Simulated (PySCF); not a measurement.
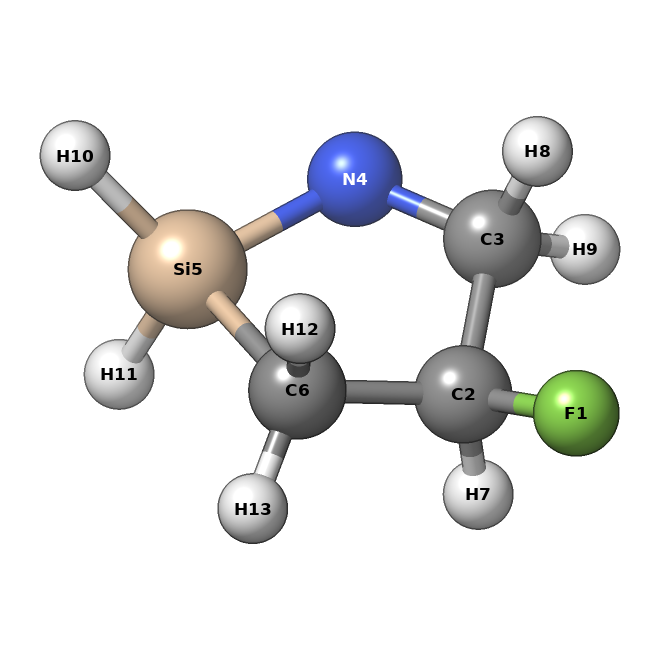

State: neutral, doublet. Computed geometry: GFN2-xTB optimisation. No frequency run is at hand to confirm it as a minimum. Computed with UKS B3LYP, pcH-1 on C F H N Si, non-relativistic (PySCF 2.14.0). Fermi-contact and spin-dipolar terms alone, no spin-orbit part.

Question: Which nucleus has the largest dipolar (anisotropic) hyperfine coupling?

Answer: 14N at N4: principal values −39.0, −38.4, 77.3 MHz.

List the isotropic and dipolar parts for the most strongly coupled nuclei, one of each equivalent set.

```json
{"atom": "N4", "isotope": "14N", "a_iso (MHz)": "28.3", "dipolar part (MHz)": "−39.0, −38.4, 77.3"}
{"atom": "H8", "isotope": "1H", "a_iso (MHz)": "221.6", "dipolar part (MHz)": "−7.4, −3.3, 10.6"}
{"atom": "H9", "isotope": "1H", "a_iso (MHz)": "113.4", "dipolar part (MHz)": "−6.5, −3.9, 10.4"}
{"atom": "H10", "isotope": "1H", "a_iso (MHz)": "50.6", "dipolar part (MHz)": "−3.8, −2.3, 6.1"}
{"atom": "H11", "isotope": "1H", "a_iso (MHz)": "88.6", "dipolar part (MHz)": "−4.0, −1.8, 5.8"}
{"atom": "C3", "isotope": "13C", "a_iso (MHz)": "−34.3", "dipolar part (MHz)": "−5.4, 2.5, 2.9"}
{"atom": "H7", "isotope": "1H", "a_iso (MHz)": "−0.3", "dipolar part (MHz)": "−2.7, −2.3, 5.1"}
{"atom": "H12", "isotope": "1H", "a_iso (MHz)": "−0.4", "dipolar part (MHz)": "−2.4, −1.8, 4.1"}
```

The geometry is semi-empirical. Around Si such bond lengths and angles can be off by a tenth of an ångström or more and by several degrees, and values that hang on the shape move with them.
